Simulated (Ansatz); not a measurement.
Fields on a plane of V3Si (A15, Cr3Si type)

```yaml
crystal:
  lattice:
    - [4.70139, 0.00000, 0.00000]
    - [0.00000, 4.70139, 0.00000]
    - [0.00000, 0.00000, 4.70139]
  atoms:
    - { symbol: V, position: [0.25000, 0.00000, 0.50000] }
    - { symbol: V, position: [0.75000, 0.00000, 0.50000] }
    - { symbol: V, position: [0.00000, 0.50000, 0.25000] }
    - { symbol: V, position: [0.00000, 0.50000, 0.75000] }
    - { symbol: V, position: [0.50000, 0.25000, 0.00000] }
    - { symbol: V, position: [0.50000, 0.75000, 0.00000] }
    - { symbol: Si, position: [0.00000, 0.00000, 0.00000] }
    - { symbol: Si, position: [0.50000, 0.50000, 0.50000] }
```

The slice is a {110} plane (indices of the conventional cell) through the point (0.000, 0.500, 0.750) (fractional), spanned by u = [100] and v = [011] in vectors of this cell: u (4.70 Å) and v (6.65 Å, at 90° to u). It covers one period; positions are fractions (u, v).

Atoms on it: V at (0.00, 0.00); V at (0.50, 0.25). Other atoms lie within 1 Å of the plane.

All values below come from PBE (plane waves to 420 eV, PAW, scalar-relativistic; Ansatz, a program for electronic structure). k mesh 10×10×10. These are valence fields of a PAW run, semicore shells included where kept as valence: close to a nucleus they are smooth pseudo fields. The PAW data are Ansatz's earlier set. V3Si is run without spin polarisation. V3Si was relaxed with its symmetry unable to fall.

```
|xxxxxxxxxx5577774422112244777755xxxxxxxx|
|xxxxxxxx1166775511xxxxxx1155776611xxxxxx|
|xxxxxx0055777744xxxxxxxxxx4477775500xxxx|
|xxxx225588887744xxxxxxxxxx447788885522xx|
|666677889999775511xxxxxx1155779999887766|
|9999998888887755442211224455778888889999|
|9999887766555555555555555555555566778899|
|9988774411001133556677665533110011447788|
|88775500xxxxxx00446677664400xxxxxx005577|
|886633xxxxxxxxxx3366776633xxxxxxxxxx3366|
|776633xxxxxxxxxx3366886633xxxxxxxxxx3366|
|77664400xxxxxx00557788775500xxxxxx004466|
|7766553311001144778899887744110011335566|
|5555555555556677889999998877665555555555|
|1122445577888888999999999988888877554422|
|xxxx1155779999887766666677889999775511xx|
|xxxxxx447788885522xxxxxx225588887744xxxx|
|xxxxxx4477775500xxxxxxxxxx0055777744xxxx|
|xxxx1155776611xxxxxxxxxxxxxx1166775511xx|
|112244777755xxxxxxxxxxxxxxxxxx5577774422|
|555577888855xxxxxxxxxxxxxxxxxx5588887755|
|667788998866xxxxxxxxxxxxxxxxxx6688998877|
|44556688887711xxxxxxxxxxxxxx117788886655|
|xxxx115577885500xxxxxxxxxx005588775511xx|
|xxxxxx005588775511xxxxxx115577885500xxxx|
|xxxxxxxx11778888665544556688887711xxxxxx|
|xxxxxxxxxx6688998877667788998866xxxxxxxx|
|xxxxxxxxxx5588887755555577888855xxxxxxxx|
```
Scale: ten equal steps from 2.00 (start of '0') to 10.86 (end of '9'), in the order '0123456789'. Values: electrostatic potential energy of an electron, from the cell's mean, in eV. The map has 20 points along u (two characters each, u = 0 at the left) and 28 along v (v = 0 in the bottom row). Points within 1 Å of a nucleus are blanked (x), as the pseudised field means little there. Values under 2 eV are set to 2. The zero, the cell's mean, hangs on the PAW cores.

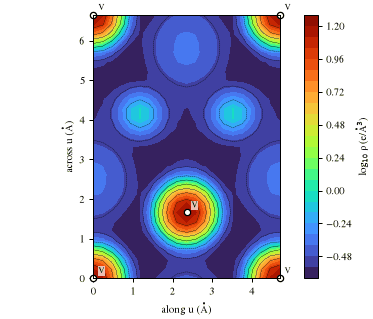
Figure: Log₁₀ of the valence density in e/Å³, one period of the plane, atoms marked. The scale is logarithmic, as a density can span decades between atoms and voids.
